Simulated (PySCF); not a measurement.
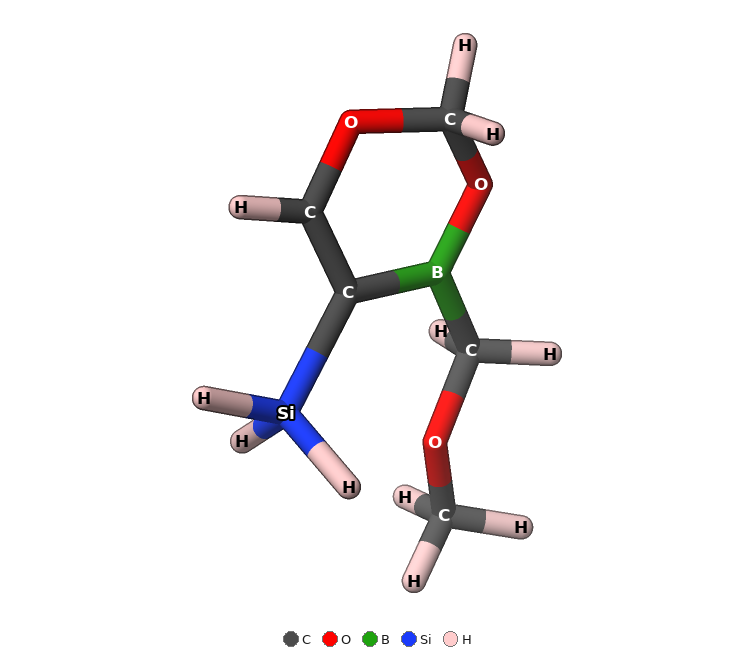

Computed geometry: GFN2-xTB optimisation. No frequency run is at hand to confirm it as a minimum. Level of theory: PBE0/pcSseg-1, gas phase (PySCF 2.14.0).

What does the calculation give?

The species is C₅H₁₁BO₃Si (`COCB1OCOC=C1[SiH3]`).
- dipole moment: 1.65 D
- HOMO energy (Kohn–Sham orbital): −7.11 eV
- LUMO energy (Kohn–Sham orbital): −0.95 eV
- HOMO–LUMO gap: 6.16 eV

The geometry is semi-empirical. Around B, Si such bond lengths and angles can be off by a tenth of an ångström or more and by several degrees, and values that hang on the shape move with them.
